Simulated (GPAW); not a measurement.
The Si K edge of atom 2 in YSi2 (P6/mmm), with 3 Si at 2.22 Å (trigonal planar, site symmetry -6m2), was computed in 2 ways: excited-electron core hole (neutral cell) and no core hole. Program and functional: GPAW, LDA, Gaussian full width 0.9 eV up to 4 eV, rising linearly to 3.5 eV at 25 eV; cells of 3 and 18 atoms (the run without a hole in the smaller).

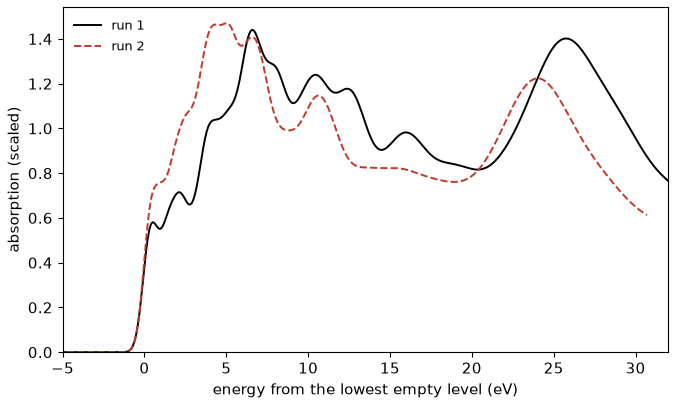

Each run is counted from its own lowest empty level or Fermi level and scaled to a mean of 1 over its first 20 eV.

Q: Which run is which?

Run 1: no core hole (area from −2 to 6 eV 5.0, main maxima 0.5 eV (0.58), 2.1 eV (0.71), 6.6 eV (1.44), 10.5 eV (1.24) and 16.0 eV (0.98)). Run 2: excited-electron core hole (neutral cell) (area from −2 to 6 eV 6.8, main maxima 5.0 eV (1.47), 6.6 eV (1.41) and 10.6 eV (1.15)). With each curve scaled to its own mean, the area from −2 to 6 eV with the hole is 6.8 against 5.0, and the centre of weight from −1 to 20 eV moves by -0.9 eV: the hole pulls the absorber's empty states down.

[Hosts, paths, dates, database ids (printed as entryN), source tags and the programs' standing remarks are cut or masked in the printed files.]

[Lists of maxima count a maximum above −3 eV only where it reaches 4 % of the highest in the window and stands out from its surroundings by 2 % of it (1.5 % where it reaches 55 %); shoulders and weaker maxima are passed over, and of the rest the first, up to two pre-edge ones and the few strongest are named.]
